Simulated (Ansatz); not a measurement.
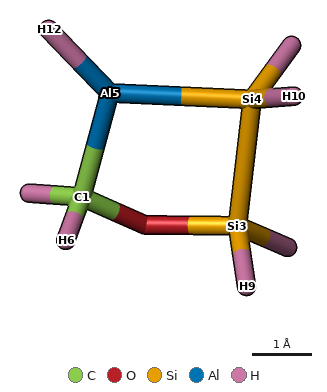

CH₇AlOSi₂, before the relaxation. A stick model, seen at a tilt.

The start comes from PBE-D4/def2-SVP.

These are results of Ansatz 0.2.0, RKS PBE0-D4/def2-TZVP, not measurements.

Input
```yaml
crystal:
  periodic: [false, false, false]
  atoms:
    - {symbol: C, position_ang: [-0.907926, 1.304503, 0.594542]}
    - {symbol: O, position_ang: [-0.816486, 0.077475, 1.338909]}
    - {symbol: Si, position_ang: [0.528132, -0.950692, 1.161204]}
    - {symbol: Si, position_ang: [0.754276, -1.136556, -1.187512]}
    - {symbol: Al, position_ang: [-0.531992, 0.948112, -1.353609]}
    - {symbol: H, position_ang: [-0.219990, 2.082977, 1.016266]}
    - {symbol: H, position_ang: [-1.932654, 1.713523, 0.750888]}
    - {symbol: H, position_ang: [0.176778, -2.195321, 1.926298]}
    - {symbol: H, position_ang: [1.768770, -0.325314, 1.764069]}
    - {symbol: H, position_ang: [2.171985, -1.072315, -1.693237]}
    - {symbol: H, position_ang: [0.087376, -2.382947, -1.712025]}
    - {symbol: H, position_ang: [-1.001268, 1.881254, -2.571693]}
basis:
  gaussian: {orbitals: def2-TZVP}
hamiltonian: {xc: pbe0, dispersion: d4}
relax: {f_tol: 0.005, max_steps: 150}
```

Launched with:
```bash
ansatz run in.yaml --threads 4 --pin off --events-out ev --progress --plain --max-ram 10444MiB
```

What does the optimiser find from here?

Answer. Over 10 geometry steps the energy falls by 1.43 kcal/mol. The largest force component goes from 0.83 to 0.0048 eV/Å. The atom that moves furthest after the best rigid fit is H12 (0.19 Å). By element the largest moves are H 0.19 Å, Al 0.07 Å, O 0.06 Å, C 0.05 Å, Si 0.04 Å. Near-neighbour distances that change, for instance: O2–Si3 1.702 → 1.657 Å, C1–Al5 2.016 → 1.994 Å, C1–H6 1.121 → 1.101 Å, Si3–H9 1.515 → 1.496 Å.

Final geometry:

```xyz
12

C    -0.9411    1.2717    0.5821
O    -0.7606    0.0757    1.3484
Si    0.5487   -0.9201    1.1488
Si    0.7332   -1.1529   -1.1809
Al   -0.4718    0.9670   -1.3321
H    -0.3528    2.0910    1.0232
H    -1.9883    1.5737    0.7011
H     0.2520   -2.1350    1.9472
H     1.7886   -0.2774    1.6837
H     2.1281   -1.1821   -1.6978
H    -0.0145   -2.3386   -1.6858
H    -0.8446    1.9719   -2.5040
```

After the run, drawn alike:

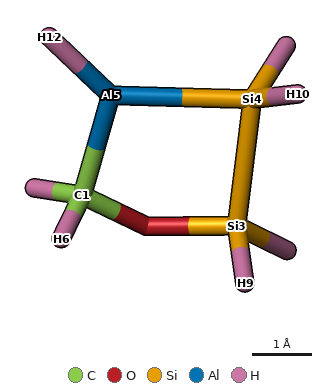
